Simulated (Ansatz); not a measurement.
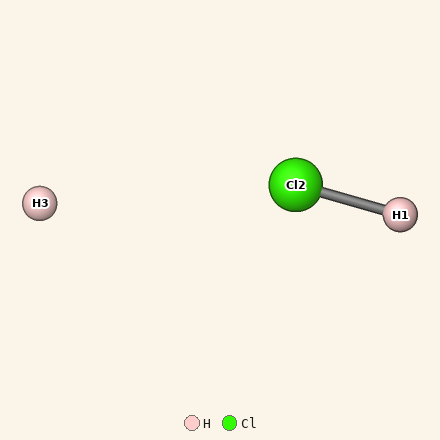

The system is H⁻ + ClH; the picture shows the reference structure. 
- Coordinates scanned: (1) distance H1–Cl2; (2) distance Cl2–H3.
- Nothing is relaxed (the angle H1–Cl2–H3 is fixed at 160 degrees).
- The scan uses a 17 × 17 grid; 153 points were computed and 136 follow by symmetry.
- Points are written as (first, second).
- All energies are given in kcal/mol relative to H with charge -1 far from the relaxed ClH (each part in its own basis).
- The restricted reference is unstable at some or all points, so the energies there are unreliable.
- All numbers below come from RHF-MP2, frozen core/aug-cc-pVTZ in Ansatz.

Its coordinates:

```xyz
3

H    -1.2910    0.0000    0.0000
Cl    0.0000    0.0000    0.0000
H     2.8792    1.0479    0.0000
```

Range: distance H1–Cl2 from 1.064 to 3.064 Å; distance Cl2–H3 from 1.064 to 3.064 Å.

Q: Predict the map.

A: The lowest grid point is at (1.291 Å, 3.064 Å), −0.50 kcal/mol from H with charge -1 far from the relaxed ClH (each part in its own basis). It lies on the edge of the grid, but the force there points inwards, so the minimum lies inside the range. The highest grid point, (1.064 Å, 1.064 Å), lies 168 kcal/mol above the lowest.

```tsv
distance Cl2–H3 ↓, distance H1–Cl2 →	1.118	1.291	1.505	1.747	2.011	2.293	2.591	2.903
3.064	13	0	11	33	51	59	63	64
2.745	14	0	10	29	44	53	59	62
2.440	16	1	9	24	37	46	53	59
2.150	22	4	7	18	28	37	46	53
1.876	31	9	7	12	19	27	34	40
1.623	46	19	9	8	11	14	18	21
1.394	68	34	17	9	5	3	3	3
1.198	102	62	38	23	13	7	4	3
1.064	146	103	74	54	40	32	28	27
```

The table holds every second grid line.

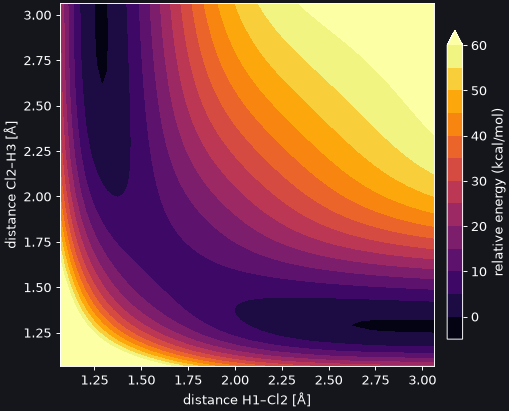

Drawn: filled contours, one colour for all values above the top of the scale. Between grid points the surface is interpolated.

Each point was launched as `ansatz run input.yaml --threads 1 --pin off --max-ram 2560MiB --backend cpu --events-out ev --progress --plain --runs-dir out`. The whole map (153 points run) took 3 min on 1 thread of Arm Neoverse V2 (shared host).
